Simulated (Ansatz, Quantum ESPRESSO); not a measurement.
# Ta (Im-3m): phonons and their coupling to the electrons, part 2 of 4

How strong is the electron-phonon coupling in Ta (Im-3m)?

Quantum ESPRESSO 7.5; DFT PBE, scalar-relativistic, plane waves, PseudoDojo norm-conserving pseudopotentials.

So far. Step 2 (A probe with smearing): No gap opens on this mesh, so smearing is kept; the start stands at 0.53 GPa. Step 4 (Ground state): The cell stands at 0.079 GPa, close enough for phonons. The relaxed cell has a = 3.316 Å (conventional setting).

**7. Phonons on a q mesh**

Linear response treats each wavevector in the unit cell, with no supercell; the 4×4×4 mesh fixes the range of the force constants to be had. The change of the potential is kept for the electron-phonon matrix elements.

ph.in

```
phonons
 &inputph
    prefix='x',
    outdir='./tmp',
    fildyn='x.dyn',
    tr2_ph=1.0d-18,
    alpha_mix(1)=0.4,
    nmix_ph=8,
    ldisp=.true.,
    nq1=4,
    nq2=4,
    nq3=4,
    electron_phonon='interpolated',
    fildvscf='dvscf',
    el_ph_sigma=0.005,
    el_ph_nsigma=10,
 /
```

Started as:

```
$ OMP_NUM_THREADS=1 mpirun -n 8 ph.x -nk 8 -in ph.in > ph.out
```

Numbers of over 12 decimals in the logs are rounded to 6 here.

The program printed:

```text
[banners, grids, parts of the stress and lines that vanish by symmetry left out]
[banner, memory and clock lines left out]
Program PHONON v.7.5

     ./tmp/x.save/

     IMPORTANT: XC functional enforced from input :
     Exchange-correlation= PBE
                           (   1   4   3   4   0   0   0)
     Any further DFT definition will be discarded
     Please, verify this is what you really want

     G-vector sticks info

     Reading collected, re-writing distributed wavefunctions in ./tmp/

     Dynamical matrices for ( 4, 4, 4)  uniform grid of q-points
     (   8 q-points):
       N         xq(1)         xq(2)         xq(3)
       1   0.000000000   0.000000000   0.000000000
       2   0.216506351   0.216506351   0.000000000
[...]
Number and degeneracy of irreps per q-point
       N         xq(1)         xq(2)         xq(3)   N irreps
       1   0.000000000   0.000000000   0.000000000       1
        3
       2   0.216506351   0.216506351   0.000000000       3
     No degeneracy
[...]
No degeneracy
[...]
No degeneracy
[...]
3
[...]
1   2
       7  -0.866025404  -0.216506351  -0.216506351       3
     No degeneracy
       8  -0.866025404  -0.866025404  -0.866025404       1
        3

     Saving dvscf to file. Distribute only q points, not irreducible representations.

     Calculation of q =    0.0000000   0.0000000   0.0000000

     phonons

     bravais-lattice index     =            0
     lattice parameter (alat)  =       5.4272  a.u.
     unit-cell volume          =     123.0558 (a.u.)^3
     number of atoms/cell      =            1
     number of atomic types    =            1
     kinetic-energy cut-off    =      50.0000  Ry
     charge density cut-off    =     200.0000  Ry
     convergence threshold     =      1.0E-18
     beta                      =       0.4000
     number of iterations used =            8
     Exchange-correlation= PBE
                           (   1   4   3   4   0   0   0)

     celldm(1)=    5.42719  celldm(2)=    0.00000  celldm(3)=    0.00000
     celldm(4)=    0.00000  celldm(5)=    0.00000  celldm(6)=    0.00000

     crystal axes: (cart. coord. in units of alat)
               a(1) = ( -0.5774  0.5774  0.5774 )
               a(2) = (  0.5774 -0.5774  0.5774 )
               a(3) = (  0.5774  0.5774 -0.5774 )

     reciprocal axes: (cart. coord. in units 2 pi/alat)
               b(1) = ( -0.0000  0.8660  0.8660 )
               b(2) = (  0.8660 -0.0000  0.8660 )
               b(3) = (  0.8660  0.8660  0.0000 )

     Atoms inside the unit cell:

     Cartesian axes

     site n.  atom      mass           positions (alat units)
        1  Ta    180.9479   tau(    1) = (    0.00000    0.00000    0.00000  )

     Computing dynamical matrix for
                    q = (   0.0000000   0.0000000   0.0000000 )

     49 Sym.Ops. (with q -> -q+G )

     G cutoff =  149.2174  (   5895 G-vectors)     FFT grid: ( 25, 25, 25)

     number of k points=   145  Marzari-Vanderbilt smearing, width (Ry)=  0.0200

     PseudoPot. # 1 for Ta read from file:
     ./pseudo/Ta.upf
     Pseudo is Norm-conserving + core correction, Zval = 13.0

     Mode symmetry, O_h (m-3m)  point group:

     Atomic displacements:
     There are    1 irreducible representations

     Representation     1      3 modes -  To be done

     Alpha used in Ewald sum =   2.0000

     Representation #   1 modes #   1   2   3

     Self-consistent Calculation
      iter #   1   av.it.:   7.1
      thresh= 1.000E-02 alpha_mix =  0.400 |ddv_scf|^2 =  4.944E-06
      iter #   2   av.it.:   9.8
      thresh= 2.224E-04 alpha_mix =  0.400 |ddv_scf|^2 =  6.166E-07
[...]
End of self-consistent calculation

     Convergence has been achieved

     Number of q in the star =    1
     List of q in the star:
[...]
Diagonalizing the dynamical matrix

     q = (    0.000000000   0.000000000   0.000000000 )

 **************************************************************************
     freq (    1) =      -0.022822 [THz] =      -0.761261 [cm-1]
     freq (    2) =      -0.022822 [THz] =      -0.761261 [cm-1]
     freq (    3) =      -0.022822 [THz] =      -0.761261 [cm-1]
 **************************************************************************

     Mode symmetry, O_h (m-3m)  point group:

     freq (   1-   3) =         -0.8  [cm-1]   --> T_1u G_15  G_4- I
     Electron-phonon interaction  ...

     [... narrower broadenings left out ...]
     Gaussian Broadening:   0.020 Ry, ngauss=   0
     DOS =  9.125482 states/spin/Ry/Unit Cell at Ef= 18.209289 eV
     lambda(    1)=  0.0000   gamma=    0.00 GHz
     lambda(    2)=  0.0000   gamma=    0.00 GHz
     lambda(    3)=  0.0000   gamma=    0.00 GHz
     [... wider broadenings left out ...]

     Number of q in the star =    1
     List of q in the star:
[...]
Calculation of q =    0.2165064   0.2165064   0.0000000
     [... set-up and bands at k+q left out ...]

     Mode symmetry, C_2v (mm2)  point group:

     Atomic displacements:
     There are    3 irreducible representations

     Representation     1      1 modes -  To be done

[...]
Message from routine init_vloc:
     Interpolation table for Vloc re-allocated

     Alpha used in Ewald sum =   2.0000

     Representation #   1 mode #   1

     Self-consistent Calculation

[...]
[... iterations left out ...]
[...]
End of self-consistent calculation

     Convergence has been achieved

     Representation #   2 mode #   2

[...]
[... iterations left out ...]
[...]
Convergence has been achieved

[...]
Convergence has been achieved

[...]
Diagonalizing the dynamical matrix

     q = (    0.216506351   0.216506351   0.000000000 )

[...]
freq (    1) =       1.686873 [THz] =      56.268030 [cm-1]
     freq (    2) =       2.286869 [THz] =      76.281732 [cm-1]
     freq (    3) =       3.338868 [THz] =     111.372636 [cm-1]
[...]
Mode symmetry, C_2v (mm2)  point group:

     freq (   1-   1) =         56.3  [cm-1]   --> B_1  D_3  S_3
     freq (   2-   2) =         76.3  [cm-1]   --> B_2  D_4  S_4
     freq (   3-   3) =        111.4  [cm-1]   --> A_1  D_1  S_1
     Electron-phonon interaction  ...

     [... narrower broadenings left out ...]
     Gaussian Broadening:   0.020 Ry, ngauss=   0
     DOS =  9.125482 states/spin/Ry/Unit Cell at Ef= 18.209289 eV
     lambda(    1)=  0.4439   gamma=   11.01 GHz
     lambda(    2)=  0.2029   gamma=    9.25 GHz
     lambda(    3)=  0.2841   gamma=   27.60 GHz
     [... wider broadenings left out ...]

[...]
[... set-up and bands at k+q left out ...]

     Mode symmetry, D_2h (mmm)  point group:

[...]
Convergence has been achieved

[...]
Convergence has been achieved

[...]
Convergence has been achieved

[...]
q = (   -0.433012702  -0.433012702   0.000000000 )

[...]
freq (    1) =       2.505320 [THz] =      83.568472 [cm-1]
     freq (    2) =       3.833461 [THz] =     127.870492 [cm-1]
     freq (    3) =       4.259333 [THz] =     142.076044 [cm-1]
[...]
Mode symmetry, D_2h (mmm)  point group:

     freq (   1-   1) =         83.6  [cm-1]   --> B_2u
     freq (   2-   2) =        127.9  [cm-1]   --> B_3u
     freq (   3-   3) =        142.1  [cm-1]   --> B_1u
[...]
lambda(    1)=  0.3898   gamma=   21.32 GHz
     lambda(    2)=  0.6610   gamma=   84.64 GHz
     lambda(    3)=  0.1269   gamma=   20.06 GHz
[...]
Mode symmetry, C_s (m)     point group:

[...]
Convergence has been achieved

[...]
Convergence has been achieved

[...]
Convergence has been achieved

[...]
q = (    0.433012702   0.216506351   0.216506351 )

[...]
freq (    1) =       2.605526 [THz] =      86.910994 [cm-1]
     freq (    2) =       2.939441 [THz] =      98.049199 [cm-1]
     freq (    3) =       4.220743 [THz] =     140.788847 [cm-1]
[...]
Mode symmetry, C_s (m)     point group:

     freq (   1-   1) =         86.9  [cm-1]   --> A'
     freq (   2-   2) =         98.0  [cm-1]   --> A''
     freq (   3-   3) =        140.8  [cm-1]   --> A'
[...]
lambda(    1)=  0.3899   gamma=   23.07 GHz
     lambda(    2)=  0.4165   gamma=   31.36 GHz
     lambda(    3)=  0.2313   gamma=   35.91 GHz
[...]
Mode symmetry, T_d (-43m)  point group:

[...]
Representation #   1 modes #   1   2   3

[...]
Convergence has been achieved

[...]
q = (    0.433012702   0.433012702   0.433012702 )

[...]
freq (    1) =       3.420811 [THz] =     114.105976 [cm-1]
     freq (    2) =       3.420811 [THz] =     114.105976 [cm-1]
     freq (    3) =       3.420811 [THz] =     114.105976 [cm-1]
[...]
Mode symmetry, T_d (-43m)  point group:

     freq (   1-   3) =        114.1  [cm-1]   --> T_2  G_15 P_4
[...]
lambda(    1)=  0.5347   gamma=   54.52 GHz
     lambda(    2)=  0.5347   gamma=   54.52 GHz
     lambda(    3)=  0.5439   gamma=   55.46 GHz
[...]
Mode symmetry, C_4v (4mm)  point group:

[...]
Convergence has been achieved

     Representation #   2 modes #   2   3

[...]
Convergence has been achieved

[...]
q = (    0.000000000   0.000000000   0.433012702 )

[...]
freq (    1) =       3.137271 [THz] =     104.648099 [cm-1]
     freq (    2) =       3.137271 [THz] =     104.648099 [cm-1]
     freq (    3) =       4.154528 [THz] =     138.580129 [cm-1]
[...]
Mode symmetry, C_4v (4mm)  point group:

     freq (   1-   2) =        104.6  [cm-1]   --> E    G_5 D_5
     freq (   3-   3) =        138.6  [cm-1]   --> A_1  G_1 D_1
[...]
lambda(    1)=  0.3412   gamma=   29.26 GHz
     lambda(    2)=  0.3412   gamma=   29.27 GHz
     lambda(    3)=  0.2653   gamma=   39.90 GHz
[...]
Calculation of q =   -0.8660254  -0.2165064  -0.2165064
     [... set-up and bands at k+q left out ...]

     Mode symmetry, C_2v (mm2)  point group:

     Atomic displacements:
     There are    3 irreducible representations

[...]
Representation     3      1 modes -  To be done

     Alpha used in Ewald sum =   2.0000

[...]
Convergence has been achieved

     Representation #   2 mode #   2

[...]
Convergence has been achieved

     Representation #   3 mode #   3

     Self-consistent Calculation

[...]
[... iterations left out ...]
[...]
End of self-consistent calculation

     Convergence has been achieved

[...]
Diagonalizing the dynamical matrix

     q = (   -0.866025404  -0.216506351  -0.216506351 )

[...]
freq (    1) =       3.209497 [THz] =     107.057286 [cm-1]
     freq (    2) =       4.003605 [THz] =     133.545895 [cm-1]
     freq (    3) =       4.573174 [THz] =     152.544674 [cm-1]
[...]
Mode symmetry, C_2v (mm2)  point group:

     freq (   1-   1) =        107.1  [cm-1]   --> A_1  D_1  S_1
     freq (   2-   2) =        133.5  [cm-1]   --> B_2  D_4  S_4
     freq (   3-   3) =        152.5  [cm-1]   --> B_1  D_3  S_3
     Electron-phonon interaction  ...

     [... narrower broadenings left out ...]
     Gaussian Broadening:   0.020 Ry, ngauss=   0
     DOS =  9.125482 states/spin/Ry/Unit Cell at Ef= 18.209289 eV
     lambda(    1)=  0.4709   gamma=   42.27 GHz
     lambda(    2)=  0.3513   gamma=   49.07 GHz
     lambda(    3)=  0.0904   gamma=   16.47 GHz
     [... wider broadenings left out ...]

[...]
Calculation of q =   -0.8660254  -0.8660254  -0.8660254
     [... set-up and bands at k+q left out ...]

     Mode symmetry, O_h (m-3m)  point group:

     Atomic displacements:
     There are    1 irreducible representations

     Representation     1      3 modes -  To be done

     Message from routine init_vloc:
     Interpolation table for Vloc re-allocated

     Alpha used in Ewald sum =   2.0000

     Representation #   1 modes #   1   2   3

     Self-consistent Calculation

      iter #   1   av.it.:   7.6
      thresh= 1.000E-02 alpha_mix =  0.400 |ddv_scf|^2 =  3.419E-05

      [... iterations left out ...]
      iter #   9   av.it.:  11.0
      thresh= 1.250E-09 alpha_mix =  0.400 |ddv_scf|^2 =  6.388E-19

     End of self-consistent calculation

     Convergence has been achieved

     Number of q in the star =    1
     List of q in the star:
          1  -0.866025404  -0.866025404  -0.866025404

     Diagonalizing the dynamical matrix

     q = (   -0.866025404  -0.866025404  -0.866025404 )

 **************************************************************************
     freq (    1) =       4.783275 [THz] =     159.552871 [cm-1]
     freq (    2) =       4.783275 [THz] =     159.552871 [cm-1]
     freq (    3) =       4.783275 [THz] =     159.552871 [cm-1]
 **************************************************************************

     Mode symmetry, O_h (m-3m)  point group:

     freq (   1-   3) =        159.6  [cm-1]   --> T_1u G_15  G_4-
     Electron-phonon interaction  ...

     [... narrower broadenings left out ...]
     Gaussian Broadening:   0.020 Ry, ngauss=   0
     DOS =  9.125482 states/spin/Ry/Unit Cell at Ef= 18.209289 eV
     lambda(    1)=  0.1113   gamma=   22.20 GHz
     lambda(    2)=  0.1153   gamma=   22.99 GHz
     lambda(    3)=  0.1120   gamma=   22.33 GHz
     [... wider broadenings left out ...]

     Number of q in the star =    1
     List of q in the star:
          1  -0.866025404  -0.866025404  -0.866025404


[key lines of the parts left out:]
the Fermi energy is    18.1897 ev
```

The job ended after 19 min (8 MPI ranks of Intel Xeon at 2.70GHz, shared host).

Numbers from this step:

| Property | Result |
| --- | --- |
| largest acoustic frequency at the zone centre before the sum rule | -0.76 cm⁻¹ |
| lowest mode on the q mesh (acoustic ones at the zone centre apart) | 56.27 cm⁻¹ |

Frequencies (cm⁻¹) at each irreducible wavevector; negative means imaginary. Frequencies by wavevector:

| q (fractions) | star | mode 1 | mode 2 | mode 3 |
| --- | --- | --- | --- | --- |
| 0 0 0 | 1 | -0.76 | -0.76 | -0.76 |
| 0 0 0.25 | 12 | 56.27 | 76.28 | 111.4 |
| 0 0 -0.5 | 6 | 83.57 | 127.9 | 142.1 |
| 0 0.25 0.25 | 24 | 86.91 | 98.05 | 140.8 |
| 0.25 0.25 0.25 | 2 | 114.1 | 114.1 | 114.1 |
| 0.25 0.25 -0.25 | 6 | 104.7 | 104.7 | 138.6 |
| 0.25 -0.5 -0.5 | 12 | 107.1 | 133.6 | 152.5 |
| -0.5 -0.5 -0.5 | 1 | 159.6 | 159.6 | 159.6 |

Couplings of single modes at a Gaussian broadening of 0.02 Ry, as ph.x prints them; it sets λ to zero for modes under 20 cm⁻¹. Mode couplings:

| q (fractions) | mode | frequency (cm⁻¹) | λ | linewidth γ (GHz) |
| --- | --- | --- | --- | --- |
| 0 0 0.25 | 1 | 56.27 | 0.4439 | 11.01 |
| 0 0 0.25 | 2 | 76.28 | 0.2029 | 9.25 |
| 0 0 0.25 | 3 | 111.4 | 0.2841 | 27.6 |
| 0 0 -0.5 | 1 | 83.57 | 0.3898 | 21.32 |
| 0 0 -0.5 | 2 | 127.9 | 0.661 | 84.64 |
| 0 0 -0.5 | 3 | 142.1 | 0.1269 | 20.06 |
| 0 0.25 0.25 | 1 | 86.91 | 0.3899 | 23.07 |
| 0 0.25 0.25 | 2 | 98.05 | 0.4165 | 31.36 |
| 0 0.25 0.25 | 3 | 140.8 | 0.2313 | 35.91 |
| 0.25 0.25 0.25 | 1 | 114.1 | 0.5347 | 54.52 |
| 0.25 0.25 0.25 | 2 | 114.1 | 0.5347 | 54.52 |
| 0.25 0.25 0.25 | 3 | 114.1 | 0.5439 | 55.46 |
| 0.25 0.25 -0.25 | 1 | 104.7 | 0.3412 | 29.26 |
| 0.25 0.25 -0.25 | 2 | 104.7 | 0.3412 | 29.27 |
| 0.25 0.25 -0.25 | 3 | 138.6 | 0.2653 | 39.9 |
| 0.25 -0.5 -0.5 | 1 | 107.1 | 0.4709 | 42.27 |
| 0.25 -0.5 -0.5 | 2 | 133.6 | 0.3513 | 49.07 |
| 0.25 -0.5 -0.5 | 3 | 152.5 | 0.0904 | 16.47 |
| -0.5 -0.5 -0.5 | 1 | 159.6 | 0.1113 | 22.2 |
| -0.5 -0.5 -0.5 | 2 | 159.6 | 0.1153 | 22.99 |
| -0.5 -0.5 -0.5 | 3 | 159.6 | 0.112 | 22.33 |

The acoustic modes at Γ come out as far as 0.8 cm⁻¹ from zero, where they should vanish, a small numerical error.

**8. Fourier transform to real space**

The dynamical matrices of the mesh are Fourier-transformed to force constants in real space.

q2r.in

```
 &input
    fildyn='x.dyn',
    zasr='crystal',
    flfrc='x.fc',
    la2F=.true.,
 /
```

Started as:

```
$ q2r.x < q2r.in > q2r.out
```

The program printed:

```text
[banners, grids, parts of the stress and lines that vanish by symmetry left out]
[banner, memory and clock lines left out]
Program Q2R v.7.5

  reading grid info from file x.dyn0

  reading force constants from file x.dyn1
  Dielectric Tensor not found
  nqs=            1
 q=   0.00000000  0.00000000  0.00000000
  reading force constants from file x.dyn2
  nqs=           12
 q=   0.21650635  0.21650635  0.00000000
[...]
reading force constants from file x.dyn7
  nqs=           12
[...]
q=  -0.21650635  0.21650635  0.86602540
  reading force constants from file x.dyn8
  nqs=            1
 q=  -0.86602540 -0.86602540 -0.86602540

      q-space grid ok, #points =   64

      fft-check success (sum of imaginary terms < 10^-12)

   Preparing gamma for a2F

 Broadening =      0.005
      q-space grid ok, #points =   64

      fft-check success (sum of imaginary terms < 10^-12)

 Broadening =      0.010
[...]
Broadening =      0.045
      q-space grid ok, #points =   64

      fft-check success (sum of imaginary terms < 10^-12)

 Broadening =      0.050
      q-space grid ok, #points =   64

      fft-check success (sum of imaginary terms < 10^-12)
```

Elapsed: 0.74 s, on 1 thread.

**9. Dispersion**

From the force constants any wavevector is cheap; points of the mesh come back as solved, but for the sum rule and, in polar crystals, the LO-TO term at Γ; the rest is interpolation.

matdyn.in

```
 &input
    asr='crystal',
    flfrc='x.fc',
    flfrq='x.freq',
    flvec='x.modes',
    q_in_band_form=.true.,
    q_in_cryst_coord=.true.,
 /
8
  0.0000000   0.0000000   0.0000000  12  ! GAMMA
  0.5000000  -0.5000000   0.5000000  12  ! H
  0.0000000   0.0000000   0.5000000  12  ! N
  0.0000000   0.0000000   0.0000000  12  ! GAMMA
  0.2500000   0.2500000   0.2500000  12  ! P
  0.5000000  -0.5000000   0.5000000   1  ! H
  0.2500000   0.2500000   0.2500000  12  ! P
  0.0000000   0.0000000   0.5000000   1  ! N
```

Started as:

```
$ matdyn.x -in matdyn.in > matdyn.out
```

The program printed:

```text
[banner, memory and clock lines left out]
Program MATDYN v.7.5

 mass for atomic type   1 not given; uses mass from file x.fc
 Norm of the difference between old and new effective charges:    0.000000

 Norm of the difference between old and new force-constants:   1.71906e-06

     Message from routine matdyn:
     Z* not found in file x.fc, TO-LO splitting at q=0 will be absent!
     Message from routine matdyn:
     Z* not found in file x.fc, TO-LO splitting at q=0 will be absent!

Note: The following floating-point exceptions are signalling: IEEE_UNDERFLOW_FLAG
```

The job ended after 0.64 s (1 thread).

This step gave:

| Quantity | Value |
| --- | --- |
| lowest frequency on the path | 0 cm⁻¹ |
| mean frequency | 108.5 cm⁻¹ |
| Debye temperature (second moment) | 209 K |
| logarithmic mean frequency | 103.1 cm⁻¹ |

Matdyn.x, sum rule crystal. The phonon branches at the labelled points (cm⁻¹):

| point | branch 1 | branch 2 | branch 3 |
| --- | --- | --- | --- |
| Γ | 0 | 0 | 0 |
| H | 160 | 160 | 160 |
| N | 84 | 128 | 142 |
| Γ | 0 | 0 | 0 |
| P | 114 | 114 | 114 |
| H | 160 | 160 | 160 |
| jump to P | 114 | 114 | 114 |
| N | 84 | 128 | 142 |

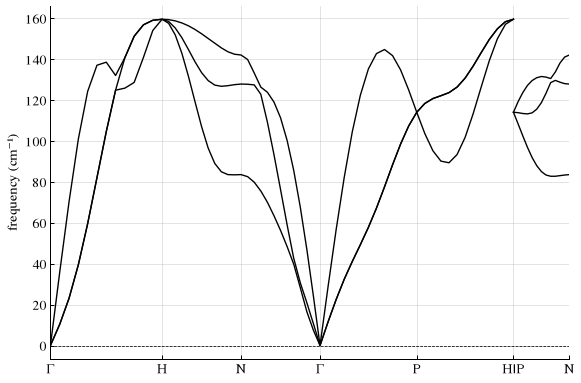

Phonon branches along the path.

Lowest modes at the softest wavevector of the mesh; phase exp(i q.(R + tau)). Modes at q = (0.000, 0.000, 0.250):

| mode | frequency (cm⁻¹) |
| --- | --- |
| 1 | 56.3 |
| 2 | 76.3 |
| 3 | 111.4 |

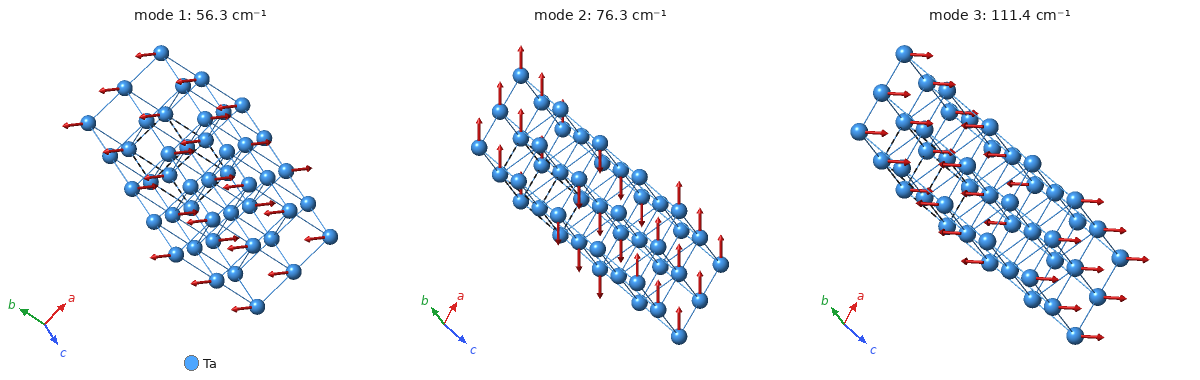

Displacement patterns of modes 1, 2 and 3 at q = (0.000, 0.000, 0.250); arrows are exaggerated. 2×2×4 cells are drawn. The axes are those of the cell as run, not the conventional ones. Some periodic images of atoms are drawn too.

Force constants by pair (phonopy on the run's constants); pairs near half the supercell's span include their periodic images. Pair force constants, by row:

| atom | neighbour | distance (Å) | third of the trace (eV/Å²) | along the pair's line (eV/Å²) |
| --- | --- | --- | --- | --- |
| Ta1 | itself | 0 | 8.447 | – |
| Ta1 | Ta | 2.872 | -0.913 | -2.154 |
| Ta1 | Ta | 3.316 | -0.0231 | 0.0544 |
| Ta1 | Ta | 4.69 | -0.0512 | -0.5119 |
| Ta1 | Ta | 5.499 | -0.0486 | -0.3145 |
| Ta1 | Ta | 5.744 | 0.0441 | 0.2624 |
| Ta1 | Ta | 6.632 | 0.2444 | 0.8423 |
| Ta1 | Ta | 7.415 | -0.0225 | -0.0099 |

Harmonic mean-square displacement, third of the trace. Mean-square displacements:

| T (K) | Ta1 U_eq (Å²) |
| --- | --- |
| 0 | 9.80e-4 |
| 100 | 0.00209 |
| 300 | 0.00569 |
| 600 | 0.01127 |

Mode patterns, pair constants, displacements and means over the zone were worked out by phonopy from the force constants of q2r.x.

All branches are real along the path.

(Part 2 of 4 ends here.)

[Host names and launcher messages were left out of these logs when they were recorded.]

[Logs are printed without paths, hosts, clocks, repeated set-up lines and the standing remarks that a program may print on its own settings, such as how far it seeks lower states.]

[Hosts, paths, dates, database ids (printed as entryN), source tags and the programs' standing remarks are cut or masked in the printed files.]
